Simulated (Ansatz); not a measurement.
# CH8N2OSi: one species, many methods

Aim: compute CH8N2OSi with functionals from several rungs and with coupled cluster, and see how far each lands from CCSD(T) at the basis-set limit for the atomisation energy.

Program: Ansatz 0.2.0, Gaussian basis. Level of theory: functionals in def2-TZVPP, the program's frozen cores in correlated methods. These are calculated values, not measurements.

The runs, in order: PBE-D4, r2SCAN-D4, PBE0-D4, B3LYP-D4, ωB97X-V, ωB97M-V, B2PLYP; CCSD(T)/def2-TZVPP; MP2/def2-QZVPP; extrapolation to the limit.

## Step 1: Structure used throughout

All runs share one geometry, relaxed beforehand with PBE0-D4 in a triple-zeta def2 set.

SMILES `NC[SiH](N)O`, 13 atoms, charge 0, spin multiplicity 1.

Atoms are counted from 1 here; the program's logs count them from 0.

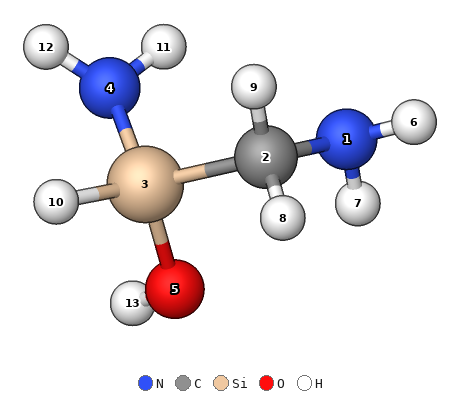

The geometry (nitrogen blue, carbon grey, silicon light orange, oxygen red, hydrogen white); atoms are numbered from 1 in the order of the file.

## Step 2: PBE-D4 (GGA)

File in.yaml:

```yaml
crystal:
  periodic: [false, false, false]
  atoms:
    - {symbol: N, position_ang: [-1.423506, -0.312510, -1.033799]}
    - {symbol: C, position_ang: [-1.156254, -0.251465, 0.403870]}
    - {symbol: Si, position_ang: [0.617403, 0.302451, 0.620729]}
    - {symbol: N, position_ang: [1.750287, -0.731645, -0.135932]}
    - {symbol: O, position_ang: [0.614796, 1.798156, -0.085810]}
    - {symbol: H, position_ang: [-2.365618, -0.631483, -1.221107]}
    - {symbol: H, position_ang: [-1.333480, 0.611213, -1.438610]}
    - {symbol: H, position_ang: [-1.845919, 0.390237, 0.974230]}
    - {symbol: H, position_ang: [-1.241351, -1.258738, 0.825577]}
    - {symbol: H, position_ang: [1.023865, 0.376851, 2.052132]}
    - {symbol: H, position_ang: [1.511618, -1.183284, -1.004760]}
    - {symbol: H, position_ang: [2.395503, -1.276026, 0.410152]}
    - {symbol: H, position_ang: [1.473156, 2.131442, -0.351871]}
basis:
  gaussian: {orbitals: def2-TZVPP}
hamiltonian: {xc: pbe, dispersion: d4}
output: {forces: true, orbitals: {seedname: orbitals}}
```

Launch:

```
$ ansatz run in.yaml --threads 4 --pin off --events-out ev --progress --plain --max-ram 10444MiB
```

The runs that follow: r2SCAN-D4 (meta-GGA); PBE0-D4 (hybrid); B3LYP-D4 (hybrid); ωB97X-V (range-separated); ωB97M-V (range-separated); B2PLYP (double hybrid); CCSD(T) in def2-TZVPP; MP2 in def2-QZVPP.

Before running them: what should the planned runs give, taken together? Wanted: atomisation energy, CCSD(T)/CBS; farthest; mean size of error, hybrid; mean size of error, range-separated; gap, smallest and largest; T1 diagnostic; triples share of the correlation energy.

As calculated:

| quantity | value |
| --- | --- |
| atomisation energy, CCSD(T)/CBS | 1132.4 kcal/mol |
| functionals within 5.7 kcal/mol (0.5 %) | B3LYP-D4, ωB97X-V, ωB97M-V |
| farthest | PBE-D4 (+14.7 kcal/mol) |
| mean size of error, hybrid | 4.0 kcal/mol |
| mean size of error, range-separated | 2.8 kcal/mol |
| gap, smallest and largest | 5.17 eV (PBE-D4), 11.86 eV (ωB97X-V) |
| T1 diagnostic | 0.0102 |
| triples share of the correlation energy | 3.6 % |

In words: PBE-D4 misses by +14.7 kcal/mol. Double hybrids carry the basis error of their MP2 part in triple zeta, and no dispersion term here, so their miss is partly the set-up's. Misses under about 5.7 kcal/mol are within the doubt on the reference itself, which lacks core-valence correlation, relativity and higher excitations. Hartree-Fock recovers 69 % of the binding; the rest is correlation. Orbital gaps span 5.2 to 11.9 eV; exact exchange widens them.
